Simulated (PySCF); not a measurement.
**SiNH3 (SMILES [N][SiH3]) at 4 levels**

Wanted: a comparison of 4 runs (UMP2/STO-6G, UCISD/STO-6G, UCCSD(T)/STO-6G, FCI/STO-6G) of SiNH3. Input form: a Python script.

Program for the calculation: PySCF 2.14.0.

15 further runs of the same task are left out: 4 that didn't finish, 11 set aside as unsound or not needed.

## 1. Starting point

SiNH3 has 5 atoms, charge 0, and is taken as a triplet. As SMILES, `[N][SiH3]`. The Si2–H5 distance was set to 1.771 Å, away from the relaxed value.

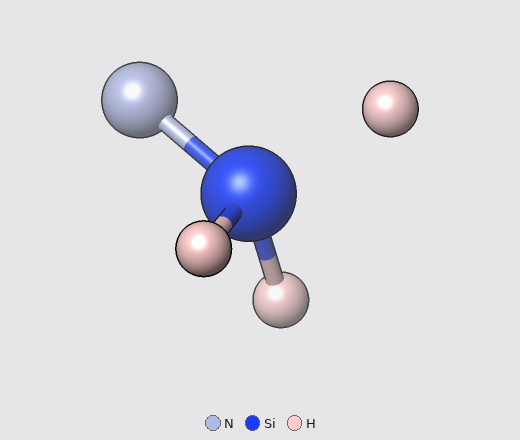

The structure, seen from a chosen angle (nitrogen light blue, silicon blue, hydrogen pink).

## 2. The energy at UMP2/STO-6G (run 1)

input.py

```python
from pyscf import gto, mp

mol = gto.Mole()
mol.atom = '''
N       -1.715823       0.105059       0.430256
Si      -0.168953      -0.231611      -0.053074
H       -0.114243      -0.542471      -1.494644
H        0.375907      -1.392251       0.677956
H        0.906340       1.144190       0.242490
'''
mol.max_memory = 1860
mol.spin = 2
mol.basis = 'sto-6g'
mol.verbose = 3
mol.build()

mf = mol.UHF()
mf.conv_tol = 1e-10
mf.kernel()
if not mf.converged:
    mf = mf.newton().run(mf.mo_coeff, mf.mo_occ)

pt = mp.MP2(mf, frozen=6).run()
energy = pt.e_tot
print('E = %.10f Eh' % energy)
```

The run is started by

```bash
OMP_NUM_THREADS=1 python input.py
```

What it wrote:

```text
WARN: HOMO -0.175719726198774 >= LUMO -0.178113091111091

converged SCF energy = -343.817050199142  <S^2> = 2.0278997  2S+1 = 3.0185425
E(UMP2) = -343.872259196359  E_corr = -0.0552089972162988
E(SCS-UMP2) = -343.880701503305  E_corr = -0.0636513041628736
E = -343.8722591964 Eh
```

It took 0.7 s on 1 thread of Intel Xeon Platinum 8559C (Emerald Rapids), shared host; peak memory 0.12 GiB.

## 3. The energy at UCISD/STO-6G (run 2)

input.py

```python
from pyscf import gto, scf, ci

molecule = gto.Mole()
molecule.atom = [
    ('N', (-1.715823, 0.105059, 0.430256)),
    ('Si', (-0.168953, -0.231611, -0.053074)),
    ('H', (-0.114243, -0.542471, -1.494644)),
    ('H', (0.375907, -1.392251, 0.677956)),
    ('H', (0.906340, 1.144190, 0.242490)),
]
molecule.verbose = 3
molecule.spin = 2
molecule.basis = 'sto-6g'
molecule.max_memory = 1860
molecule.build()

mf = scf.UHF(molecule)
mf.conv_tol = 1e-10
mf.kernel()
if not mf.converged:
    mf = mf.newton().run(mf.mo_coeff, mf.mo_occ)

cisd = ci.CISD(mf, frozen=6)
cisd.kernel()
e_final = cisd.e_tot
print('E = %.10f Eh' % e_final)
```

The run is started by

```bash
OMP_NUM_THREADS=1 python input.py
```

What it wrote:

```text
WARN: HOMO -0.175719726198774 >= LUMO -0.178113091111091

converged SCF energy = -343.817050199142  <S^2> = 2.0278997  2S+1 = 3.0185425
E(UCISD) = -343.8986410087056  E_corr = -0.08159080956334069
E = -343.8986410087 Eh
```

Run time: 0.68 s. Hardware: 1 thread of Intel Xeon Platinum 8559C (Emerald Rapids), shared host; peak memory 0.1 GiB.

## 4. The energy at UCCSD(T)/STO-6G (run 3)

input.py

```python
from pyscf import gto, scf, cc

mol = gto.M(
    atom='''
N     -3.242436     0.198533     0.813066
Si    -0.319275    -0.437681    -0.100295
H     -0.215888    -1.025122    -2.824468
H      0.710361    -2.630973     1.281151
H      1.712734     2.162206     0.458240
''',
    verbose=3,
    max_memory=1860,
    spin=2,
    unit='bohr',
    basis='sto-6g',
)

calc0 = scf.UHF(mol)
calc0.conv_tol = 1e-10
calc0.kernel()
if not calc0.converged:
    calc0 = calc0.newton().run(calc0.mo_coeff, calc0.mo_occ)

mycc = cc.CCSD(calc0, frozen=6)
mycc.kernel()
e_t = mycc.ccsd_t()
etot = mycc.e_tot + e_t
print('Final energy', etot)
```

The run is started by

```bash
OMP_NUM_THREADS=1 python input.py
```

What it wrote:

```text
WARN: HOMO -0.175719720898726 >= LUMO -0.178113074423277

converged SCF energy = -343.817050233465  <S^2> = 2.0278997  2S+1 = 3.0185425
E(UCCSD) = -343.9023052797649  E_corr = -0.08525504630000479
UCCSD(T) correction = -0.00102885465034961
Final energy -343.9033341344153
```

It took 0.74 s on 1 thread of Intel Xeon Platinum 8559C (Emerald Rapids), shared host; peak memory 0.1 GiB.

## 5. The energy at FCI/STO-6G (run 4)

calc.py

```python
from pyscf import gto, mcscf

mol = gto.M(
    atom='''
N   -1.715823   0.105059   0.430256
Si  -0.168953  -0.231611  -0.053074
H   -0.114243  -0.542471  -1.494644
H    0.375907  -1.392251   0.677956
H    0.906340   1.144190   0.242490
''',
    verbose=4,
    charge=0,
    basis='sto-6g',
    max_memory=1860,
    spin=2,
)

calc0 = mol.ROHF()
calc0.conv_tol = 1e-10
calc0.kernel()
if not calc0.converged:
    calc0 = calc0.newton().run(calc0.mo_coeff, calc0.mo_occ)

cas = mcscf.CASCI(calc0, calc0.mo_coeff.shape[-1] - 6, (mol.nelec[0] - 6, mol.nelec[1] - 6))  # full CI above the frozen core
cas.fix_spin_(ss=2.0)
cas.kernel()
etot = cas.e_tot
print('E = %.10f Eh' % etot)
```

The run is started by

```bash
OMP_NUM_THREADS=1 python calc.py
```

What it wrote:

```text
PySCF version 2.14.0

[... 61 lines left out ...]
converged SCF energy = -343.812443331749
[... 1 line left out ...]
******** <class 'pyscf.mcscf.casci.CASCI'> ********
CAS (7e+5e, 11o), ncore = 6, nvir = 0
natorb = False
canonicalization = True
sorting_mo_energy = False
******** <class 'pyscf.fci.addons.SpinPenaltyFCISolver'> ********
max. cycles = 200
conv_tol = 1e-08
davidson only = True
linear dependence = 1e-12
level shift = 0.001
max iter space = 12
nroots = 1
pspace_size = 400
spin = None
Density matrix diagonal elements [1.98904563 1.97966652 1.96624197 1.94705388 1.96445537 1.00414189
 1.0019227  0.06510684 0.03132315 0.02636398 0.02467807]
CASCI converged
CASCI E = -343.903829711156  E(CI) = -28.9838462358109  S^2 = 2.0000000
E = -343.9038297112 Eh
```

Run time: 1.9 s. Hardware: 1 thread of Intel Xeon Platinum 8559C (Emerald Rapids), shared host; peak memory 0.15 GiB.

## 6. All runs side by side

| run | level | energy (Eh) | dipole moment (D) of the reference | HOMO energy (eV) | LUMO energy (eV) | wall time |
| --- | --- | --- | --- | --- | --- | --- |
| 1 | UMP2/STO-6G | -343.872259 | 1.26 | -8.92 | 7.46 | 0.7 s |
| 2 | UCISD/STO-6G | -343.898641 | 1.26 | -8.92 | 7.46 | 0.68 s |
| 3 | UCCSD(T)/STO-6G | -343.903334 | 1.26 | -8.92 | 7.46 | 0.74 s |
| 4 | FCI/STO-6G | -343.903830 | 1.22 | – | – | 1.9 s |

## 7. Outcome

```
                                          quantity          value
                               run 4: total energy  -343.90383 Eh
       run 4: dipole moment (Hartree–Fock density)         1.22 D
run 4: correlation energy (6 core orbitals frozen)      -91.4 mEh
```

What this shows: Against full CI in this basis: UMP2 +31.6 mEh; UCISD +5.2 mEh; UCCSD(T) +0.5 mEh. In runs 1, 2, 3, 4 the basis is minimal, so the values are rough. All runs together took 4.1 s, the longest 1.9 s.
